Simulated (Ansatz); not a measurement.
# CH6BNS: small, medium and large basis sets

Aim: see how fast density functionals converge with the basis set for CH6BNS.

Computed with Ansatz 0.2.0, Gaussian basis. Level: one geometry, several basis sets.

Plan: PBE0-D4/def2-SVP; ωB97M-V/def2-SVP; PBE0-D4/def2-QZVPP; ωB97M-V/def2-QZVPP; the functionals' def2-TZVPP values are taken from earlier runs.

## (1) Structure used throughout

An earlier PBE0-D4 in a triple-zeta def2 set relaxation fixed the geometry.

SMILES `CNBS`, 10 atoms, charge 0, spin multiplicity 1.

Atoms are counted from 1 here; the program's logs count them from 0.

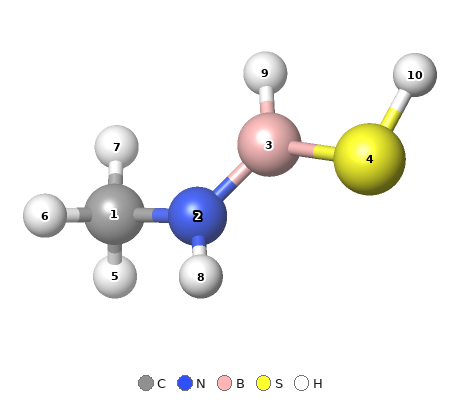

The structure; carbon grey, nitrogen blue, boron pink, sulfur yellow, hydrogen white; atoms are numbered from 1 in the order of the file.

## (2) PBE0-D4 in def2-SVP

Contents of in.yaml:

```yaml
crystal:
  periodic: [false, false, false]
  atoms:
    - {symbol: C, position_ang: [-1.419795, 0.603243, -0.178227]}
    - {symbol: N, position_ang: [-0.345961, -0.358312, -0.260453]}
    - {symbol: B, position_ang: [0.946050, -0.176293, 0.215673]}
    - {symbol: S, position_ang: [2.178222, -1.501657, 0.025410]}
    - {symbol: H, position_ang: [-1.782489, 0.888862, -1.170669]}
    - {symbol: H, position_ang: [-2.266936, 0.213798, 0.395113]}
    - {symbol: H, position_ang: [-1.056467, 1.501080, 0.321265]}
    - {symbol: H, position_ang: [-0.601167, -1.223679, -0.711127]}
    - {symbol: H, position_ang: [1.244805, 0.850191, 0.748873]}
    - {symbol: H, position_ang: [3.186738, -0.848432, 0.617042]}
basis:
  gaussian: {orbitals: def2-SVP}
hamiltonian: {xc: pbe0, dispersion: d4}
output: {orbitals: {seedname: orbitals}}
```

Command:

```
$ ansatz run in.yaml --threads 2 --pin off --events-out ev --progress --plain --max-ram 4352MiB
```

Further steps of the session: ωB97M-V in def2-SVP; PBE0-D4 in def2-QZVPP; ωB97M-V in def2-QZVPP.

Q: Predict the results of all the runs planned. Wanted: PBE0-D4: double and triple zeta above quadruple; ωB97M-V: double and triple zeta above quadruple.

The runs gave:

```
                                       quantity          value
PBE0-D4: double and triple zeta above quadruple  7.89, 0.53 eV
ωB97M-V: double and triple zeta above quadruple  8.05, 0.50 eV
```

PBE0-D4 gains 7.37 eV from double to triple zeta, then 0.53 eV more. Total energies overstate the basis error of differences, where much of it tends to cancel. The LUMO of ωB97M-V is positive and keeps falling with the basis (2.92 to 1.61 eV): an unbound level that the basis holds in place.
